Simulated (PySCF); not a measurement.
Run report: Tl³⁺, atomic calculation

Tl³⁺, configuration 1s2 2s2 2p6 3s2 3p6 3d10 4s2 4p6 4d10 4f14 5s2 5p6 5d10, multiplicity 1. Computed at this level: unrestricted MN15, def2-TZVP with ECP60, scalar-relativistic core potential (PySCF).

**Input**
```python
from pyscf import gto, scf, dft, mp, cc
import basis_set_exchange as bse
txt = bse.get_basis("def2-TZVP", elements=["Tl"], fmt="nwchem", header=False)
cut = txt.index("\nECP")
mol = gto.M(atom="Tl 0 0 0", charge=3, spin=0, symmetry="D2h",
            basis=gto.basis.parse(txt[:cut]),
            ecp={"Tl": gto.basis.parse_ecp(txt[cut:])})
mf = dft.UKS(mol, xc="MN15")
mf.irrep_nelec = {'Ag': (3, 3), 'B1g': (1, 1), 'B2g': (1, 1), 'B3g': (1, 1), 'B1u': (1, 1), 'B2u': (1, 1), 'B3u': (1, 1)}
mf.kernel()
```

The script is an equivalent of what the driver set up; the driver started from orbitals of its own, so the log can be shorter than this script's would be, and it computed the properties (radii, ⟨L²⟩, response) afterwards. It also set what the script leaves out: ang = 26. It held the occupations shell by shell, which the script's counts by irreducible representation don't always enforce.

Launched within a batch (the task file carries these settings):
```bash
OMP_NUM_THREADS=1 python <driver script> TASK.json OUT
```

**Log (extracts)**
```
damping factor = 0
level_shift factor = 0
DIIS = <class 'pyscf.scf.diis.CDIIS'>
diis_start_cycle = 1
diis_space = 10
diis_damp = 0
SCF conv_tol = 1e-09
SCF conv_tol_grad = None
number electrons alpha = 9  beta = 9
XC functionals = MN15
    H. S. Yu, X. He, S. L. Li, and D. G. Truhlar.,  Chem. Sci. 7, 5032-5051 (2016)
    H. S. Yu, X. He, S. L. Li, and D. G. Truhlar.,  Chem. Sci. 7, 5032-5051 (2016)
cycle= 1 E= -170.109511209588  delta_E= -0.00905  |g|= 0.0522  |ddm|= 0.356
cycle= 2 E= -170.11012954825  delta_E= -0.000618  |g|= 0.0237  |ddm|= 0.0739
cycle= 3 E= -170.110292645954  delta_E= -0.000163  |g|= 9.25e-05  |ddm|= 0.0221
cycle= 4 E= -170.110292647636  delta_E= -1.68e-09  |g|= 4.59e-06  |ddm|= 0.000124
cycle= 5 E= -170.110292647643  delta_E= -6.71e-12  |g|= 1.32e-07  |ddm|= 4.15e-06
converged SCF energy = -170.110292647643  <S^2> = -1.2434498e-14  2S+1 = 1
```

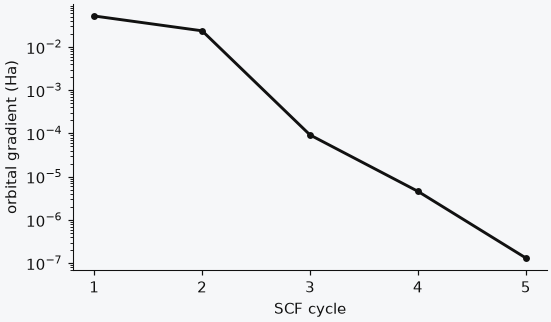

*Convergence: orbital gradient against the SCF cycle.*

The residual falls at every step. It goes from 0.052 to 1.3×10⁻⁷ in 5 steps.

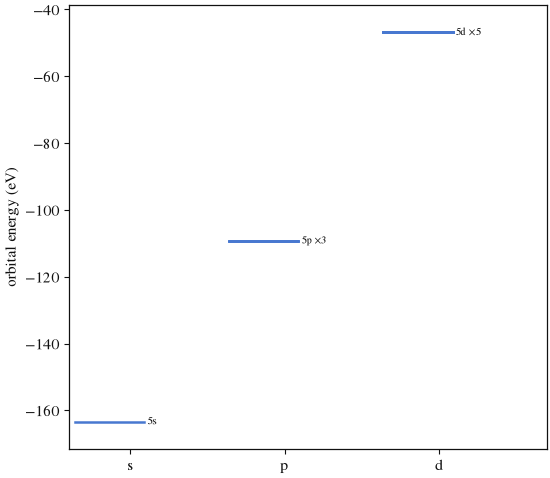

*Orbital energies of the mean field, from the top down to −163.4 eV, by angular momentum; ×n counts the orbitals under one label.*

The highest filled orbital is 5d at −46.9 eV, the lowest empty one s at −32.8 eV.

**Outcome**

| quantity | value |
| --- | --- |
| outcome | converged |
| total energy (valence electrons, under a core potential) | −170.110293 hartree |
| SCF iterations | 5 |
| hardware | 1 thread of Arm Neoverse V1, 23 GiB of memory available, shared host |

**What is odd here**

One thing in this input was made odd on purpose: angular grid far too coarse. The program ran to the end. The state is spherical (⟨L²⟩ = 0), so a coarse angular grid should matter little or not at all here.
